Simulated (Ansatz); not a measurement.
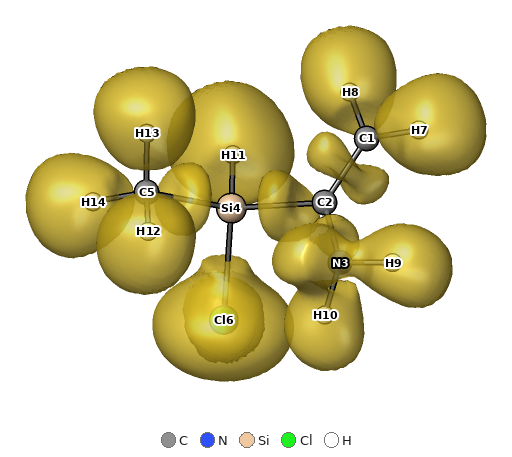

C3H8ClNSi. Isosurface of the ELF at 0.8 (yellow), seen at a tilt. Only the valence region is drawn (cores and ρ < 0.01 e/Å³ removed).

All numbers below come from Ansatz, RKS BHLYP/def2-SVP.

```xyz
14

C    -0.0242   -1.7780    1.0776
C     0.2650   -0.4932    0.8384
N     1.4455    0.1311    1.2021
Si   -0.8983    0.5070   -0.2363
C    -0.2574    0.7293   -1.9699
Cl   -1.0296    2.4033    0.6370
H     0.6513   -2.4299    1.6282
H    -0.9468   -2.2201    0.7196
H     2.0194   -0.3648    1.8654
H     1.3605    1.1083    1.4306
H    -2.2414   -0.1008   -0.2127
H     0.7527    1.1464   -1.9477
H    -0.2170   -0.2376   -2.4804
H    -0.8993    1.4011   -2.5458
```

Describe the localisation domains.

Answer. At this value the surface marks out one region between bonded C–C atoms (shared pairs), two regions between bonded C–Si atoms (shared pairs), six regions around hydrogen nuclei, one region on Cl in which the atom's valence shell and bonds are merged and one joined region spread over several atoms (H, N), in which their bonds and any lone pairs are merged. Along the contacts the grid gives the following. C–C (1.34 Å): the ELF peaks at about 0.95 between the atoms: a short, multiple covalent bond. C–N (1.38 Å): the ELF peaks at about 0.95 between the atoms (a covalent bond).
